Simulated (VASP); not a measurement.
Band structure of MgS (rock salt). Calculation: PW91 GGA, VASP's PBE PAW potentials (set 64) (plane waves; VASP 6.6.1).

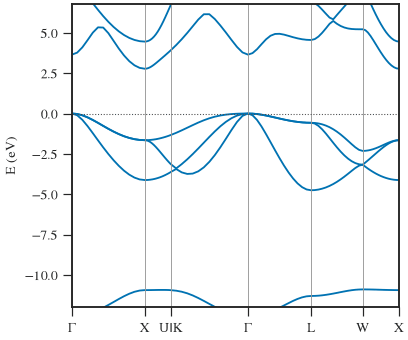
*Bands along high-symmetry lines, zero at the valence-band maximum or, without a gap, the Fermi level*

Problem. Read the plot: is there a gap, and where are the band edges?

Solution. The gap is indirect, 2.77 eV, from the valence maximum at Γ to the conduction minimum at X. (Edges off the drawn lines would not show.)

The compound is MgS in the rock salt structure. It was relaxed first.
